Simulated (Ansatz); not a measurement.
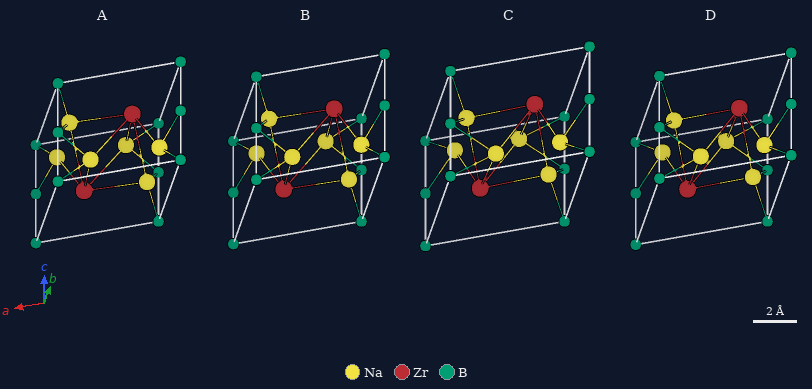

4 geometries from one relaxation of crystalline Na3ZrB (built on the hexagonal perovskite (2H) type) (coarse preliminary run), in shuffled order. A ball-and-stick model of the cell of the calculation, seen from a free direction.

Case: hexagonal perovskite (2H) type (P6_3/mmc, No. 194).

Theory: DFT PBE, scalar-relativistic, plane waves, PAW (Ansatz). Settings: plane-wave cutoff 420 eV; k-point mesh 3 × 3 × 4; occupations gaussian; smearing width 0.1 eV; no spin polarisation; cell and atoms relaxed; force threshold 0.04 eV/Å; at most 70 steps.

Order the frames from highest to lowest energy.

Answer. A, B, D, C. They are steps 0, 1, 2, 8, at +850 meV per atom, +342 meV per atom, +61.5 meV per atom relative to the last. Over 6 accepted moves (8 points after the start) the energy falls by 850 meV per atom. The largest force component goes from 5.4 to under 0.0001 eV/Å. Pressure: 27.72 GPa at the start and 0.09 GPa at the end. At 2 points the geometry stayed and the basis and grid were re-selected for the new cell (energy shift of 5.2 meV per atom at most each time). The largest moves relative to the cell, 0.40 Å, are those of Na atoms. Zr and B stay in place. Cell: a = b 6.155 → 6.979 Å (+13.4 %), c 5.258 → 5.627 Å (+7.0 %). Volume +37.6 %. Among the contacts that change: Na–Na 2.696 → 3.754 Å, B–Na 2.037 → 2.584 Å, Na–Na 3.055 → 3.551 Å, Na–Zr 3.085 → 3.493 Å. Among the angles between lasting bonds that change: B–Na–B 80.4° → 66.0°, Zr–Na–B 167.4° → 156.5°, Na–B–Na 97.2° → 86.8°. The space group stays P6_3/mmc (No. 194).
